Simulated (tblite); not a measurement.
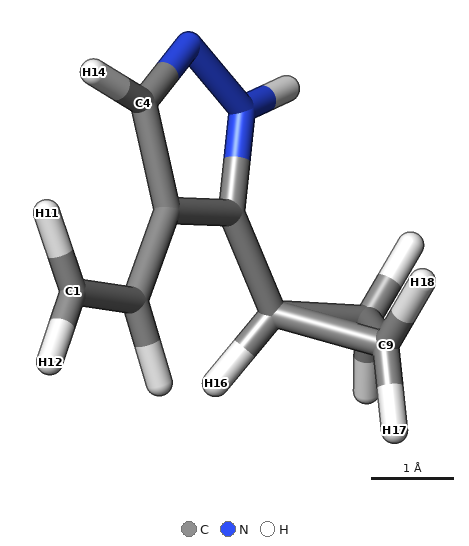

**Figure 1.** The starting structure (stick view, seen at a tilt; atoms are numbered from 1 in the order of the input).

**Run report: C8H10N2, geometry relaxation (part 1 of 4)**

- system: C8H10N2
- method: GFN2-xTB geometry optimisation, gas phase (tblite 0.8.0)

## Log
```
step      E/eV     max force
  0    -761.59431    2.337
  1    -761.84753    1.127
  2    -761.99539    0.815
  3    -762.04216    0.644
  4    -762.07137    0.503
  5    -762.09165    0.484
  6    -762.11437    0.409
  7    -762.12982    0.297
  8    -762.13808    0.222
  9    -762.14294    0.145
 10    -762.14622    0.154
 11    -762.14951    0.192
 12    -762.15387    0.211
 13    -762.15894    0.164
 14    -762.16375    0.157
 15    -762.16802    0.195
 16    -762.17271    0.206
 17    -762.17837    0.192
 18    -762.18384    0.191
 19    -762.18735    0.109
 20    -762.18920    0.094
 21    -762.19071    0.091
 22    -762.19242    0.101
 23    -762.19400    0.106
 24    -762.19530    0.084
 25    -762.19644    0.092
 26    -762.19752    0.073
 27    -762.19852    0.081
 28    -762.19938    0.070
 29    -762.20021    0.057
 30    -762.20106    0.063
 31    -762.20185    0.058
 32    -762.20247    0.063
 33    -762.20299    0.069
 34    -762.20354    0.060
 35    -762.20416    0.062
 36    -762.20476    0.063
 37    -762.20529    0.051
 38    -762.20580    0.058
 39    -762.20636    0.055
 40    -762.20693    0.058
 41    -762.20741    0.049
 42    -762.20777    0.049
 43    -762.20806    0.045
 44    -762.20834    0.042
 45    -762.20857    0.036
 46    -762.20876    0.028
 47    -762.20890    0.030
 48    -762.20900    0.022
 49    -762.20907    0.021
 50    -762.20912    0.015
 51    -762.20916    0.014
 52    -762.20919    0.012
 53    -762.20922    0.012
 54    -762.20924    0.007
```

## Trajectory as extended XYZ (Å, eV, eV/Å), 40 of the 55 frames kept, from step=0 to step=54
```
20
Properties=species:S:1:pos:R:3:forces:R:3 step=0 energy=-761.59431
C     2.9968   -1.1432   -0.1592   -0.4610  -0.0530  -0.0200
C     1.6778   -0.9666   -0.0460    0.2410  -0.9340  -0.0420
C     1.0595    0.2887    0.2920   -0.4140  -1.0710  -0.3620
C     1.7193    1.4840    0.5035   -0.8170   1.1620   0.5000
N     0.7855    2.4046    0.7887    1.3710   1.8850   0.1670
N    -0.4274    1.8745    0.7369   -0.3310  -1.3610  -0.2540
C    -0.3085    0.5604    0.4320    0.2930  -0.7360   0.3570
C    -1.3392   -0.4636    0.2758    0.0440  -0.6590  -0.5750
C    -1.8567   -0.5879   -1.1619   -0.1200   0.0110   0.6980
C    -2.7765   -0.1665   -0.0080   -0.0060  -0.4910  -0.9140
H     3.6623   -0.3123   -0.0169    0.2140  -0.1130  -0.0530
H     3.4219   -2.1087   -0.4020   -0.0400   0.2670   0.0600
H     1.0326   -1.8452   -0.1817    0.1320   0.4990   0.0220
H     2.8154    1.6224    0.4722   -1.3190   0.4420   0.1640
H    -1.3538    2.3320    0.9021    1.6470  -0.1330  -0.1140
H    -1.0786   -1.4607    0.7127   -0.3630   1.1040  -0.0320
H    -1.9378   -1.6133   -1.5435   -0.0100   0.7700  -0.0870
H    -1.4722    0.1993   -1.8363   -0.5700  -0.7900   0.2810
H    -3.4769   -0.9547    0.3390    0.3260   0.9990  -0.3060
H    -3.1486    0.8675   -0.1023    0.1820  -0.7980   0.5070
20
Properties=species:S:1:pos:R:3:forces:R:3 step=1 energy=-761.84753
C     2.9902   -1.1440   -0.1595    0.3130  -0.0500  -0.0540
C     1.6812   -0.9799   -0.0466   -0.1930  -0.2520   0.0910
C     1.0536    0.2734    0.2868    0.1340   0.0140  -0.0620
C     1.7077    1.5006    0.5106   -0.6620   0.1390   0.2030
N     0.8051    2.4315    0.7911   -0.2000   0.5220  -0.0080
N    -0.4321    1.8551    0.7333    0.8200  -0.1280  -0.0400
C    -0.3043    0.5499    0.4371    0.2330  -0.8230   0.2040
C    -1.3386   -0.4730    0.2676    0.0470  -0.1040  -0.3340
C    -1.8585   -0.5878   -1.1520   -0.0220  -0.1360   0.1030
C    -2.7766   -0.1735   -0.0210    0.0390  -0.1740  -0.5460
H     3.6654   -0.3139   -0.0176    0.0590  -0.2000  -0.0630
H     3.4213   -2.1049   -0.4011   -0.0040   0.1770   0.0370
H     1.0345   -1.8381   -0.1814   -0.0870   0.0780  -0.0400
H     2.7965    1.6288    0.4745   -1.0250   0.4440   0.1480
H    -1.3303    2.3301    0.9004    1.0950  -0.0620  -0.0610
H    -1.0838   -1.4449    0.7123   -0.2540   0.5760   0.1320
H    -1.9379   -1.6023   -1.5448   -0.0390   0.5270  -0.1280
H    -1.4803    0.1881   -1.8322   -0.4760  -0.5870   0.1890
H    -3.4722   -0.9405    0.3346    0.0740   0.6270  -0.2060
H    -3.1460    0.8561   -0.0951    0.1470  -0.5880   0.4340
20
Properties=species:S:1:pos:R:3:forces:R:3 step=3 energy=-762.04216
C     2.9901   -1.1452   -0.1610    0.6140  -0.0930  -0.0580
C     1.6873   -0.9912   -0.0424   -0.4580   0.1100   0.1030
C     1.0590    0.2657    0.2831    0.2940   0.2250   0.1740
C     1.6795    1.5143    0.5219    0.0100  -0.2180  -0.0510
N     0.8013    2.4573    0.7900   -0.4020  -0.4880  -0.1230
N    -0.4017    1.8374    0.7298    0.0990   0.0720   0.0660
C    -0.2909    0.5212    0.4500    0.1050   0.0510   0.0430
C    -1.3377   -0.4779    0.2508    0.0810   0.2210   0.0740
C    -1.8598   -0.5947   -1.1477    0.0160  -0.1190  -0.2370
C    -2.7730   -0.1824   -0.0477    0.0560   0.0420   0.0880
H     3.6709   -0.3222   -0.0206    0.0410  -0.0860  -0.0330
H     3.4232   -2.0988   -0.4001    0.0850  -0.0490  -0.0250
H     1.0279   -1.8357   -0.1838   -0.0630  -0.0080  -0.0250
H     2.7426    1.6539    0.4827   -0.1420   0.4540   0.0980
H    -1.2710    2.3275    0.8973    0.2970   0.0940   0.0240
H    -1.0975   -1.4177    0.7214   -0.1360  -0.1050   0.2920
H    -1.9408   -1.5792   -1.5539   -0.1070  -0.2770  -0.3110
H    -1.5048    0.1597   -1.8254   -0.1360   0.0570  -0.2770
H    -3.4708   -0.9097    0.3245   -0.2570  -0.0080  -0.0210
H    -3.1389    0.8285   -0.0721    0.0010   0.1250   0.1990
20
Properties=species:S:1:pos:R:3:forces:R:3 step=4 energy=-762.07137
C     2.9980   -1.1469   -0.1621   -0.1840  -0.0400   0.0130
C     1.6843   -0.9905   -0.0394    0.2640  -0.0880  -0.0080
C     1.0662    0.2671    0.2858    0.0710   0.0600   0.1710
C     1.6745    1.5141    0.5235    0.1020  -0.1240  -0.0540
N     0.7924    2.4524    0.7870   -0.0470  -0.2090  -0.0560
N    -0.3940    1.8328    0.7301   -0.1390  -0.0650   0.0420
C    -0.2852    0.5188    0.4546   -0.0010  -0.0530  -0.0500
C    -1.3364   -0.4741    0.2484    0.1000  -0.0180   0.0980
C    -1.8598   -0.5989   -1.1523    0.0000  -0.0810  -0.0780
C    -2.7705   -0.1833   -0.0518   -0.0170   0.0270   0.1480
H     3.6736   -0.3254   -0.0219    0.1240   0.0200  -0.0110
H     3.4259   -2.0993   -0.4006    0.1220  -0.1360  -0.0510
H     1.0241   -1.8364   -0.1850   -0.0100   0.0650   0.0000
H     2.7265    1.6694    0.4867    0.1940   0.4580   0.0750
H    -1.2505    2.3288    0.8971   -0.0660   0.2080   0.0710
H    -1.1035   -1.4143    0.7302   -0.1370  -0.0290   0.2080
H    -1.9437   -1.5802   -1.5629   -0.1020  -0.3230  -0.2760
H    -1.5134    0.1545   -1.8298   -0.0670   0.1500  -0.3490
H    -3.4763   -0.9030    0.3218   -0.1990  -0.0480  -0.0150
H    -3.1374    0.8250   -0.0625   -0.0090   0.2250   0.1210
20
Properties=species:S:1:pos:R:3:forces:R:3 step=6 energy=-762.11437
C     3.0026   -1.1523   -0.1632    0.0430  -0.0690  -0.0040
C     1.6916   -0.9928   -0.0354    0.1020  -0.1640  -0.0160
C     1.0779    0.2656    0.2971   -0.0790  -0.1770   0.0370
C     1.6773    1.5105    0.5233    0.0970   0.1450   0.0340
N     0.7822    2.4384    0.7811    0.3050   0.2160   0.0420
N    -0.3935    1.8225    0.7324   -0.2430  -0.0390   0.0110
C    -0.2787    0.5129    0.4572   -0.0530  -0.2050  -0.0670
C    -1.3327   -0.4743    0.2486   -0.1030  -0.2820  -0.1220
C    -1.8598   -0.6082   -1.1617   -0.0590   0.0010   0.0390
C    -2.7682   -0.1823   -0.0490   -0.0640   0.0070  -0.0120
H     3.6828   -0.3294   -0.0243    0.0360  -0.0620  -0.0110
H     3.4355   -2.1063   -0.4039    0.0410  -0.0220  -0.0330
H     1.0197   -1.8330   -0.1863    0.0870   0.1260   0.0280
H     2.7195    1.7142    0.4958    0.2680   0.3070   0.0340
H    -1.2331    2.3431    0.9012   -0.2150   0.1150   0.0520
H    -1.1185   -1.4115    0.7520   -0.0960   0.0210   0.0750
H    -1.9530   -1.5964   -1.5875   -0.0650   0.0860  -0.0100
H    -1.5283    0.1545   -1.8533   -0.1080  -0.1140  -0.0600
H    -3.4930   -0.8973    0.3176    0.0280   0.0640  -0.0430
H    -3.1351    0.8326   -0.0446    0.0790   0.0450   0.0230
20
Properties=species:S:1:pos:R:3:forces:R:3 step=7 energy=-762.12982
C     3.0069   -1.1565   -0.1639    0.1070  -0.0720  -0.0090
C     1.6970   -0.9970   -0.0336    0.0510  -0.0350   0.0170
C     1.0825    0.2619    0.3037   -0.0340  -0.1360  -0.0200
C     1.6805    1.5114    0.5238    0.1350   0.1560   0.0540
N     0.7824    2.4353    0.7789    0.1160   0.1800   0.0610
N    -0.3973    1.8174    0.7340   -0.0230  -0.0190  -0.0230
C    -0.2765    0.5050    0.4571   -0.0580  -0.0290  -0.0180
C    -1.3333   -0.4802    0.2459   -0.1090  -0.2340  -0.1470
C    -1.8612   -0.6130   -1.1661   -0.1250   0.0230   0.0460
C    -2.7684   -0.1814   -0.0480   -0.0540   0.0070  -0.1000
H     3.6880   -0.3330   -0.0257    0.0120  -0.0790  -0.0040
H     3.4412   -2.1103   -0.4063    0.0240  -0.0050  -0.0340
H     1.0191   -1.8289   -0.1864    0.0710   0.0400   0.0210
H     2.7213    1.7436    0.5011    0.1290   0.1620   0.0130
H    -1.2288    2.3526    0.9044   -0.2040   0.0120   0.0260
H    -1.1282   -1.4099    0.7647   -0.0730  -0.0400   0.0220
H    -1.9591   -1.6021   -1.5999   -0.0660   0.2070   0.0910
H    -1.5385    0.1515   -1.8660   -0.0970  -0.1920   0.0640
H    -3.5007   -0.8928    0.3144    0.0820   0.0770  -0.0380
H    -3.1321    0.8370   -0.0350    0.1140  -0.0250  -0.0230
20
Properties=species:S:1:pos:R:3:forces:R:3 step=8 energy=-762.13808
C     3.0111   -1.1602   -0.1644    0.0670  -0.0430  -0.0010
C     1.7012   -0.9996   -0.0321    0.0550   0.0200   0.0260
C     1.0852    0.2582    0.3073    0.0260   0.0740  -0.0130
C     1.6848    1.5140    0.5250    0.0050   0.0680   0.0550
N     0.7830    2.4358    0.7785    0.0240   0.0500   0.0460
N    -0.3987    1.8143    0.7344   -0.0230   0.1050  -0.0080
C    -0.2761    0.5006    0.4569   -0.0140  -0.0080  -0.0180
C    -1.3351   -0.4871    0.2420   -0.0320  -0.0750  -0.0830
C    -1.8643   -0.6155   -1.1680   -0.1350   0.0220   0.0180
C    -2.7694   -0.1808   -0.0493   -0.0390   0.0090  -0.0990
H     3.6914   -0.3365   -0.0266    0.0220  -0.0680   0.0020
H     3.4451   -2.1128   -0.4084    0.0290  -0.0280  -0.0410
H     1.0198   -1.8262   -0.1862    0.0570  -0.0210   0.0150
H     2.7239    1.7636    0.5045    0.0580   0.0710   0.0020
H    -1.2293    2.3582    0.9066   -0.0710  -0.1200  -0.0150
H    -1.1352   -1.4099    0.7727   -0.0580  -0.0910  -0.0120
H    -1.9640   -1.6021   -1.6058   -0.0870   0.1740   0.1060
H    -1.5461    0.1465   -1.8725   -0.0630  -0.1670   0.0900
H    -3.5041   -0.8889    0.3120    0.0630   0.0520  -0.0220
H    -3.1283    0.8391   -0.0297    0.1160  -0.0240  -0.0480
20
Properties=species:S:1:pos:R:3:forces:R:3 step=10 energy=-762.14622
C     3.0167   -1.1651   -0.1647    0.0000  -0.0110   0.0060
C     1.7072   -1.0003   -0.0297    0.0190   0.0700   0.0240
C     1.0883    0.2595    0.3095    0.0670   0.1050  -0.0130
C     1.6887    1.5192    0.5286   -0.0390   0.0140   0.0360
N     0.7838    2.4385    0.7809   -0.0890  -0.0320   0.0300
N    -0.4001    1.8151    0.7338    0.0150   0.0340  -0.0170
C    -0.2761    0.4981    0.4556    0.0450   0.0300  -0.0240
C    -1.3369   -0.4948    0.2364    0.0500   0.0910   0.0500
C    -1.8733   -0.6164   -1.1683   -0.0360  -0.0050   0.0020
C    -2.7718   -0.1797   -0.0540    0.0180   0.0260   0.0320
H     3.6958   -0.3422   -0.0271    0.0630  -0.0340   0.0090
H     3.4498   -2.1168   -0.4122    0.0210  -0.0410  -0.0360
H     1.0238   -1.8250   -0.1851    0.0530  -0.0240   0.0190
H     2.7285    1.7819    0.5072   -0.0650  -0.0120   0.0060
H    -1.2344    2.3563    0.9076    0.0120  -0.1510  -0.0300
H    -1.1437   -1.4146    0.7774   -0.0450  -0.0580  -0.0700
H    -1.9731   -1.5958   -1.6056   -0.1320  -0.0560   0.0270
H    -1.5543    0.1360   -1.8741    0.0060   0.0010  -0.0120
H    -3.5043   -0.8841    0.3093   -0.0270  -0.0020   0.0130
H    -3.1197    0.8410   -0.0286    0.0640   0.0540  -0.0520
20
Properties=species:S:1:pos:R:3:forces:R:3 step=11 energy=-762.14951
C     3.0191   -1.1675   -0.1647   -0.0060   0.0040   0.0070
C     1.7099   -0.9986   -0.0281    0.0180   0.0340   0.0040
C     1.0909    0.2623    0.3095    0.0420   0.0600  -0.0070
C     1.6897    1.5223    0.5313   -0.0570   0.0130   0.0230
N     0.7824    2.4398    0.7830   -0.0700  -0.0080   0.0260
N    -0.4003    1.8161    0.7328    0.0170  -0.0600  -0.0260
C    -0.2752    0.4984    0.4543    0.0670   0.0110  -0.0270
C    -1.3365   -0.4961    0.2352    0.0380   0.0860   0.0650
C    -1.8783   -0.6165   -1.1679    0.0370  -0.0240  -0.0020
C    -2.7724   -0.1786   -0.0554    0.0330   0.0380   0.1010
H     3.6992   -0.3455   -0.0269    0.0740  -0.0270   0.0080
H     3.4520   -2.1194   -0.4148   -0.0020  -0.0200  -0.0230
H     1.0272   -1.8252   -0.1840    0.0540   0.0120   0.0270
H     2.7291    1.7880    0.5082   -0.0790  -0.0210   0.0140
H    -1.2375    2.3511    0.9072   -0.0040  -0.1090  -0.0220
H    -1.1481   -1.4183    0.7768   -0.0300  -0.0020  -0.0930
H    -1.9803   -1.5938   -1.6038   -0.1380  -0.1340  -0.0010
H    -1.5572    0.1313   -1.8742    0.0250   0.0640  -0.0590
H    -3.5045   -0.8822    0.3087   -0.0490   0.0020   0.0260
H    -3.1142    0.8430   -0.0302    0.0300   0.0820  -0.0420
20
Properties=species:S:1:pos:R:3:forces:R:3 step=12 energy=-762.15387
C     3.0227   -1.1707   -0.1646   -0.0050   0.0220   0.0050
C     1.7141   -0.9959   -0.0258    0.0350   0.0020  -0.0180
C     1.0951    0.2670    0.3097    0.0310  -0.0460  -0.0100
C     1.6900    1.5271    0.5354   -0.0450   0.0300   0.0050
N     0.7791    2.4417    0.7865   -0.0280   0.0220   0.0170
N    -0.3999    1.8155    0.7308   -0.0610  -0.0780  -0.0080
C    -0.2724    0.4989    0.4521    0.0470  -0.0740  -0.0350
C    -1.3357   -0.4967    0.2345    0.0140   0.0540   0.0410
C    -1.8843   -0.6173   -1.1676    0.1050  -0.0400   0.0000
C    -2.7726   -0.1762   -0.0552    0.0500   0.0510   0.1400
H     3.7053   -0.3509   -0.0267    0.0810  -0.0210   0.0060
H     3.4551   -2.1232   -0.4188   -0.0370   0.0130  -0.0020
H     1.0330   -1.8248   -0.1820    0.0420   0.0520   0.0340
H     2.7283    1.7969    0.5101   -0.0780  -0.0270   0.0260
H    -1.2418    2.3423    0.9064    0.0020  -0.0780  -0.0170
H    -1.1550   -1.4233    0.7744    0.0020   0.0630  -0.1040
H    -1.9932   -1.5938   -1.6016   -0.1260  -0.1690  -0.0090
H    -1.5610    0.1259   -1.8759    0.0340   0.0990  -0.0860
H    -3.5058   -0.8792    0.3082   -0.0520   0.0300   0.0410
H    -3.1060    0.8474   -0.0328   -0.0100   0.0940  -0.0240
20
Properties=species:S:1:pos:R:3:forces:R:3 step=14 energy=-762.16375
C     3.0338   -1.1776   -0.1642    0.0530   0.0530  -0.0070
C     1.7276   -0.9894   -0.0212    0.0590  -0.0340  -0.0450
C     1.1079    0.2754    0.3102   -0.0230  -0.1450   0.0020
C     1.6880    1.5403    0.5457   -0.0070  -0.0020  -0.0400
N     0.7683    2.4464    0.7954   -0.0090   0.0050  -0.0180
N    -0.4018    1.8088    0.7258   -0.1070  -0.1030   0.0220
C    -0.2629    0.4947    0.4451   -0.0140  -0.1330  -0.0170
C    -1.3335   -0.4968    0.2326   -0.0140  -0.0570  -0.0770
C    -1.8939   -0.6222   -1.1677    0.0830  -0.0270  -0.0130
C    -2.7700   -0.1669   -0.0486    0.0450   0.0630   0.0310
H     3.7259   -0.3660   -0.0259    0.0840   0.0030   0.0000
H     3.4604   -2.1319   -0.4286   -0.0850   0.0500   0.0380
H     1.0488   -1.8207   -0.1750   -0.0110   0.0820   0.0300
H     2.7219    1.8207    0.5173   -0.0150  -0.0240   0.0490
H    -1.2523    2.3171    0.9036   -0.0550   0.0000  -0.0010
H    -1.1721   -1.4314    0.7642    0.0940   0.1010  -0.0520
H    -2.0326   -1.6015   -1.5966   -0.0410  -0.0460   0.0480
H    -1.5706    0.1159   -1.8850    0.0110   0.0260  -0.0350
H    -3.5119   -0.8676    0.3093    0.0140   0.1420   0.0650
H    -3.0861    0.8632   -0.0393   -0.0600   0.0460   0.0190
20
Properties=species:S:1:pos:R:3:forces:R:3 step=15 energy=-762.16802
C     3.0399   -1.1791   -0.1643    0.0730   0.0560  -0.0110
C     1.7349   -0.9871   -0.0202    0.0470  -0.0180  -0.0350
C     1.1132    0.2763    0.3106   -0.0360  -0.0810   0.0150
C     1.6863    1.5454    0.5491   -0.0440  -0.0380  -0.0450
N     0.7623    2.4477    0.7986   -0.0180  -0.0710  -0.0420
N    -0.4045    1.8033    0.7241   -0.0610  -0.0990   0.0250
C    -0.2587    0.4898    0.4418   -0.0270  -0.0700   0.0040
C    -1.3325   -0.4973    0.2302   -0.0070  -0.0790  -0.1130
C    -1.8957   -0.6252   -1.1684   -0.0030   0.0020  -0.0240
C    -2.7675   -0.1611   -0.0448    0.0280   0.0560  -0.0670
H     3.7372   -0.3724   -0.0255    0.0820   0.0220  -0.0020
H     3.4606   -2.1344   -0.4320   -0.0720   0.0300   0.0400
H     1.0553   -1.8171   -0.1712   -0.0290   0.0570   0.0150
H     2.7178    1.8302    0.5217    0.0270  -0.0170   0.0510
H    -1.2574    2.3058    0.9022   -0.0820   0.0150   0.0040
H    -1.1772   -1.4324    0.7584    0.1220   0.0450   0.0010
H    -2.0510   -1.6065   -1.5935    0.0090   0.0430   0.0750
H    -1.5744    0.1125   -1.8900   -0.0030  -0.0410   0.0070
H    -3.5146   -0.8590    0.3115    0.0490   0.1750   0.0710
H    -3.0791    0.8713   -0.0415   -0.0530   0.0130   0.0310
20
Properties=species:S:1:pos:R:3:forces:R:3 step=17 energy=-762.17837
C     3.0569   -1.1780   -0.1649    0.0400   0.0350  -0.0090
C     1.7534   -0.9822   -0.0202   -0.0090   0.0580   0.0210
C     1.1225    0.2746    0.3121   -0.0140   0.0710   0.0090
C     1.6799    1.5527    0.5533   -0.0270  -0.0870  -0.0200
N     0.7464    2.4448    0.8028   -0.0700  -0.1500  -0.0540
N    -0.4144    1.7857    0.7224    0.0230   0.0140   0.0260
C    -0.2513    0.4754    0.4346   -0.0560   0.0540   0.0160
C    -1.3296   -0.5020    0.2187    0.0280  -0.0390  -0.0650
C    -1.9011   -0.6309   -1.1717   -0.1780   0.0580  -0.0430
C    -2.7603   -0.1448   -0.0411   -0.0160   0.0270  -0.1710
H     3.7676   -0.3841   -0.0247    0.0540   0.0490  -0.0110
H     3.4564   -2.1387   -0.4365    0.0170  -0.0360   0.0260
H     1.0675   -1.8062   -0.1622   -0.0210  -0.0320  -0.0330
H     2.7094    1.8475    0.5347    0.0120  -0.0260   0.0420
H    -1.2734    2.2807    0.8990   -0.0390  -0.0270  -0.0110
H    -1.1790   -1.4329    0.7456    0.1140  -0.1120   0.0940
H    -2.0900   -1.6153   -1.5814    0.0800   0.1300   0.0550
H    -1.5818    0.1029   -1.9005   -0.0100  -0.1230   0.0210
H    -3.5170   -0.8285    0.3219    0.0620   0.1470   0.0740
H    -3.0674    0.8902   -0.0448    0.0120  -0.0100   0.0330
```
